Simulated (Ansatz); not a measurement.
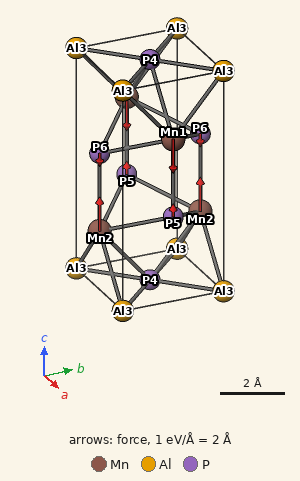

Starting geometry of solid Mn$_{2}$AlP$_{3}$ (a generated structure, set up in P-4m2) (coarse preliminary run) with the computed forces as red arrows. Style: ball-and-stick. Shown: the cell of the calculation, from a free direction.

Method: DFT PBE, scalar-relativistic, plane waves, PAW (Ansatz 0.2.0).

Input
```yaml
crystal:
  lattice:
    - [3.504117, 0.0, 0.0]
    - [0.0, 3.504117, 0.0]
    - [0.0, 0.0, 7.67973101]
  atoms:
    - { symbol: Mn, position: [0.0, 0.5, 0.73400003], spin: 4.0 }
    - { symbol: Mn, position: [0.5, 0.0, 0.26599997], spin: 4.0 }
    - { symbol: Al, position: [0.0, 0.0, 0.0] }
    - { symbol: P, position: [0.5, 0.5, 0.0] }
    - { symbol: P, position: [0.0, 0.5, 0.382] }
    - { symbol: P, position: [0.5, 0.0, 0.618] }
basis:
  ecutwfc: 420
kpoints:
  mp_grid: { grid: [6, 6, 2] }
hamiltonian:
  xc: pbe
scf:
  occupations: { method: gaussian, width: 0.1 }
  lower_state_search: "off"
output:
  forces: true
  stress: true
  eigenvalues: true
  populations: true
magnetization:
  spin_polarized: true
relax:
  adjacent_minimum: "off"
  f_tol: 0.04
  max_steps: 70
  cell: { stress_tol: 0.4 }
```

Launched with:
```bash
ansatz run input.yaml --threads 1 --pin off --max-ram 2560MiB --backend cpu --events-out ev --progress --plain --runs-dir out
```

Question: Is this structure relaxed? If not, where do the atoms go?

Answer: It isn't relaxed: the largest force vector, on Mn atoms, is 0.61 eV/Å. The final displacements follow the starting forces only in part (cosine between the two patterns 0.75). Over 6 accepted moves (7 points after the start) the energy falls by 147 meV per atom. Largest force component: 0.61 eV/Å at the start, 0.0055 eV/Å at the end. Pressure: −13.30 GPa at the start and −0.01 GPa at the end. The SCF was repeated once at an unchanged geometry on a basis and grid sized afresh for the cell, which shifted the energy by 0.4 meV per atom at most. The largest moves relative to the cell, 0.069 Å, are those of P5 and P6. P5 goes along +c. Largest moves by element: P 0.069 Å, Mn 0.036 Å. Al stays in place. The drawn cell changes as follows: a = b 3.504 → 3.339 Å (−4.7 %), c 7.680 → 7.064 Å (−8.0 %); the volume changes by −16.5 %. Some distances before and after: Mn1–P5 2.703 → 2.381 Å, Mn1–P4 2.691 → 2.540 Å, Mn1–Al3 2.691 → 2.540 Å, Mn1–P6 2.633 → 2.510 Å. The space group stays P-4m2 (No. 115). Cost: 110 s on 1 thread of Arm Neoverse V1, on a shared host, peak memory 0.38 GiB.

Limits of the set-up: the k-point mesh is coarse for a cell with partly filled bands.
